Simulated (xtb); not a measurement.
## Geometry relaxation, with input and output: CH$_{2}$SSe (part 1 of 3)

- system: CH$_{2}$SSe
- method: GFN1-xTB, ALPB solvent nitromethane (xtb 6.7.1)

The geometry comes from this level: GFN2-xTB.

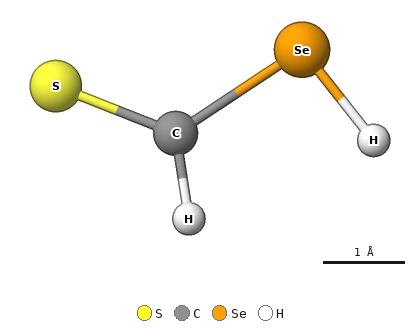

The structure as given in the input (ball-and-stick view, seen on its broad side).

Input file (struc.xyz):
```
5
start
S     -1.77437000    -1.13237000    -0.03067000
C     -0.36024000    -0.38009000     0.17382000
Se     0.30731000     0.97659000    -0.95020000
H      0.28881000    -0.62876000     1.00665000
H      1.53850000     1.16461000    -0.19961000
```

Hardware: 1 thread of AMD EPYC (Zen 5), 16 GiB of memory available, shared host.

Run as:
```bash
xtb struc.xyz --ohess tight --gfn 1 --alpb nitromethane --chrg 0 -u 0 --parallel 1 > struc.out 2> xtb.err
```

What the program printed:
```
* xtb version 6.7.1
   ID    Z sym.   atoms
    1   16 S      1
    2    6 C      2
    3   34 Se     3
    4    1 H      4, 5

           -------------------------------------------------
          |                Calculation Setup                |
           -------------------------------------------------

          program call               : xtb struc.xyz --ohess tight --gfn 1 --alpb nitromethane --chrg 0 -u 0 --parallel 1
          coordinate file            : struc.xyz
          omp threads                :                     1

           -------------------------------------------------
          |                 G F N 1 - x T B                 |
           -------------------------------------------------

      * Hamiltonian:
        H0-scaling (s, p, d)           1.850000    2.250000    2.000000
        zeta-weighting                 0.000000
      * Dispersion:
        s8                             2.400000
        a1                             0.630000
        a2                             5.000000
        s9                             0.000000
      * Repulsion:
        kExp                           1.500000
        rExp                           1.000000
      * Coulomb:
        alpha                          2.000000
        third order                    atomic
        anisotropic                    false
      * Halogen bond correction:
        rad-scale                      1.300000
        damping                        0.440000

      * Solvation model:               ALPB
        Solvent                        nitromethane
        Parameter file                 internal GFN1-xTB/ALPB
        Dielectric constant                3.6562E+01
        Reference state                gsolv [1 M gas/solution]
        Free energy shift                  5.5558E-03 Eh       3.4863E+00 kcal/mol
        Temperature                        2.9815E+02 K
        Density                            1.1400E+00 kg/L
        Solvent mass                       6.1040E+01 g/mol
        Interaction kernel             P16
        Born radius scaling (c1)           1.6806E+00
        Born radii integrator          GBOBC
        Born offset                        0.0000E+00 a0       0.0000E+00 AA
        H-bond correction              true
        Ion screening                  false
        Surface tension                    1.0000E-05 Eh       1.5569E+01 dyn/cm
        Grid points                               230 per atom

          ...................................................
          :                      SETUP                      :
          :.................................................:
          :  # basis functions                  28          :
          :  # atomic orbitals                  26          :
          :  # shells                           12          :
          :  # electrons                        18          :
          :  # halogen bonds                     0          :
          :  max. iterations                   250          :
          :  Hamiltonian                  GFN1-xTB          :
          :  restarted?                      false          :
          :  GBSA solvation                   true          :
          :  PC potential                    false          :
          :  electronic temp.          300.0000000     K    :
          :  accuracy                    1.0000000          :
          :  -> integral cutoff          0.2500000E+02      :
          :  -> integral neglect         0.1000000E-07      :
          :  -> SCF convergence          0.1000000E-05 Eh   :
          :  -> wf. convergence          0.2000000E-04 e    :
          :  Broyden damping             0.4000000          :
          :  net charge                          0          :
          :  unpaired electrons                  0          :
          ...................................................

 iter      E             dE          RMSdq      gap      omega  full diag
   1    -10.2104845 -0.102105E+02  0.566E+00    2.78       0.0  T
   2    -10.2304013 -0.199168E-01  0.419E+00    1.89       1.0  T
   3    -10.2420952 -0.116940E-01  0.219E+00    2.33       1.0  T
   4    -10.2447662 -0.267096E-02  0.246E-01    2.14       1.0  T
   5    -10.2449606 -0.194353E-03  0.570E-02    2.18       1.0  T
   6    -10.2449741 -0.135504E-04  0.212E-02    2.18       2.1  T
   7    -10.2449754 -0.134203E-05  0.120E-02    2.17       3.7  T
   8    -10.2449760 -0.545010E-06  0.763E-04    2.17      58.6  T
   9    -10.2449760 -0.207862E-08  0.589E-05    2.17     759.6  T
  10    -10.2449760 -0.392397E-11  0.966E-07    2.17   46296.6  T

   *** convergence criteria satisfied after 10 iterations ***

         #    Occupation            Energy/Eh            Energy/eV
      -------------------------------------------------------------
         1        2.0000           -0.9018222             -24.5398
       ...           ...                  ...                  ...
         3        2.0000           -0.6088003             -16.5663
         4        2.0000           -0.5405104             -14.7080
         5        2.0000           -0.4917764             -13.3819
         6        2.0000           -0.4873771             -13.2622
         7        2.0000           -0.4662193             -12.6865
         8        2.0000           -0.3989046             -10.8547
         9        2.0000           -0.3737835             -10.1712 (HOMO)
        10                         -0.2939026              -7.9975 (LUMO)
        11                         -0.2032394              -5.5304
        12                         -0.1573741              -4.2824
        13                         -0.1140923              -3.1046
        14                         -0.0871045              -2.3702
       ...                                ...                  ...
        26                          0.6992227              19.0268
      -------------------------------------------------------------
                  HL-Gap            0.0798809 Eh            2.1737 eV
             Fermi-level           -0.3338430 Eh           -9.0843 eV

 SCC (total)                   0 d,  0 h,  0 min,  0.002 sec
 SCC setup                      ...        0 min,  0.000 sec (  4.819%)
 Dispersion                     ...        0 min,  0.000 sec (  0.622%)
 classical contributions        ...        0 min,  0.000 sec (  0.252%)
 integral evaluation            ...        0 min,  0.001 sec ( 23.528%)
 iterations                     ...        0 min,  0.001 sec ( 35.143%)
 molecular gradient             ...        0 min,  0.001 sec ( 33.423%)
 printout                       ...        0 min,  0.000 sec (  1.904%)

         :::::::::::::::::::::::::::::::::::::::::::::::::::::
         ::                     SUMMARY                     ::
         :::::::::::::::::::::::::::::::::::::::::::::::::::::
         :: total energy             -10.186028766726 Eh    ::
         :: total w/o Gsasa/hb       -10.181178164306 Eh    ::
         :: gradient norm              0.009765520354 Eh/a0 ::
         :: HOMO-LUMO gap              2.173671118238 eV    ::
         ::.................................................::
         :: SCC energy               -10.244975990572 Eh    ::
         :: -> electrostatic           0.011624989371 Eh    ::
         :: -> Gsolv                  -0.007670279452 Eh    ::
         ::    -> Gelec               -0.002819677032 Eh    ::
         ::    -> Gsasa               -0.010354587798 Eh    ::
         ::    -> Ghb                 -0.000051851486 Eh    ::
         ::    -> Gshift               0.005555836864 Eh    ::
         :: repulsion energy           0.060576958446 Eh    ::
         :: dispersion energy         -0.001629734600 Eh    ::
         :: halogen bond corr.         0.000000000000 Eh    ::
         :: add. restraining           0.000000000000 Eh    ::
         :: total charge              -0.000000000000 e     ::
         :::::::::::::::::::::::::::::::::::::::::::::::::::::

      -----------------------------------------------------------
     |                   =====================                   |
     |                        A N C O P T                        |
     |                   =====================                   |
     |               Approximate Normal Coordinate               |
     |                Rational Function Optimizer                |
      -----------------------------------------------------------
      -----------------------------------------------------------
     |                   =====================                   |
     |                        A N C O P T                        |
     |                   =====================                   |
     |               Approximate Normal Coordinate               |
     |                Rational Function Optimizer                |
      -----------------------------------------------------------

          ...................................................
          :                      SETUP                      :
          :.................................................:
          :   optimization level             tight          :
          :   max. optcycles                   200          :
          :   ANC micro-cycles                  20          :
          :   degrees of freedom                 9          :
          :.................................................:
          :   RF solver                   davidson          :
          :   write xtbopt.log                true          :
          :   linear?                        false          :
          :   energy convergence         0.1000000E-05 Eh   :
          :   grad. convergence          0.8000000E-03 Eh/α :
          :   maxmium RF displ.          1.0000000          :
          :   Hlow (freq-cutoff)         0.1000000E-01      :
          :   Hmax (freq-cutoff)         5.0000000          :
          :   S6 in model hess.         20.0000000          :
          ...................................................

generating ANC from exact Hessian ...
Using Lindh-Hessian (1995)
 Shifting diagonal of input Hessian by    6.0940267043861768E-003
 Lowest  eigenvalues of input Hessian
    0.000000    0.000000    0.000000    0.000000    0.000000    0.000000
    0.010000    0.011241    0.018040    0.060292    0.164765    0.416978
    0.530903    1.001516    1.719453
 Highest eigenvalues
    0.060292    0.164765    0.416978    0.530903    1.001516    1.719453

........................................................................
.............................. CYCLE    1 ..............................
........................................................................

 iter      E             dE          RMSdq      gap      omega  full diag
   1    -10.2449760 -0.102450E+02  0.187E-07    2.17       0.0  T
   2    -10.2449760  0.355271E-14  0.471E-08    2.17  100000.0  T
   3    -10.2449760  0.124345E-13  0.698E-08    2.17  100000.0  T
     SCC iter.                  ...        0 min,  0.000 sec
     gradient                   ...        0 min,  0.001 sec
 * total energy  :   -10.1860288 Eh     change        0.5329071E-14 Eh
   gradient norm :     0.0097654 Eh/α   predicted     0.0000000E+00 (-100.00%)
   displ. norm   :     0.1218375 α      lambda       -0.4416797E-03
   maximum displ.:     0.1057312 α      in ANC's #3, #2, #5, ...

........................................................................
.............................. CYCLE    2 ..............................
........................................................................

 iter      E             dE          RMSdq      gap      omega  full diag
   1    -10.2447625 -0.102448E+02  0.213E-02    2.17       0.0  T
   2    -10.2447631 -0.621101E-06  0.174E-02    2.17       2.6  T
   3    -10.2447637 -0.510293E-06  0.732E-03    2.17       6.1  T
   4    -10.2447637 -0.850367E-08  0.217E-03    2.17      20.6  T
   5    -10.2447637 -0.284063E-08  0.910E-04    2.17      49.2  T
   6    -10.2447637 -0.218872E-08  0.140E-04    2.17     318.8  T
   7    -10.2447637 -0.290559E-10  0.277E-06    2.17   16166.0  T
     SCC iter.                  ...        0 min,  0.000 sec
     gradient                   ...        0 min,  0.001 sec
 * total energy  :   -10.1860346 Eh     change       -0.5881963E-05 Eh
   gradient norm :     0.0067012 Eh/α   predicted    -0.2241176E-03 (3710.25%)
   displ. norm   :     0.1651991 α      lambda       -0.6531988E-03
   maximum displ.:     0.1492107 α      in ANC's #2, #3, #5, ...

........................................................................
.............................. CYCLE    3 ..............................
........................................................................
```
